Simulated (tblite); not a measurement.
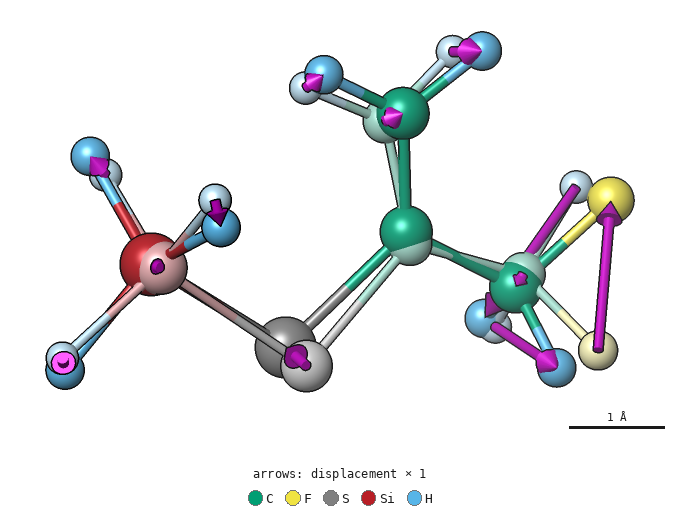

This is a relaxation of C$_{3}$H$_{7}$FSSi. The starting structure is drawn faded, the final one solid; purple arrows show the displacements, at their true length. The two geometries are superimposed by the best rigid fit.

The picture is a ball-and-stick view, seen at a tilt.

The calculation used GFN2-xTB geometry optimisation, gas phase (tblite 0.8.0). 

What did the optimiser do to the structure, and how much energy did it gain?

The largest move after the best rigid fit is that of the F atom, 1.85 Å. By element the largest moves are F 1.85 Å, H 1.82 Å, S 0.50 Å, C 0.29 Å, Si 0.16 Å. Near-neighbour distances that change, for instance: C–F 1.398 → 1.369 Å, C–S 1.798 → 1.770 Å, C–H 1.124 → 1.096 Å, H–Si 1.484 → 1.458 Å. Bond angles that change, for instance: C–C–S 121.3° → 110.2°, S–Si–H 109.9° → 101.1°, C–C–F 104.1° → 112.1°. Groups turn about C–C by about 120°. The energy falls by 38.7 kJ/mol in 170 geometry steps.
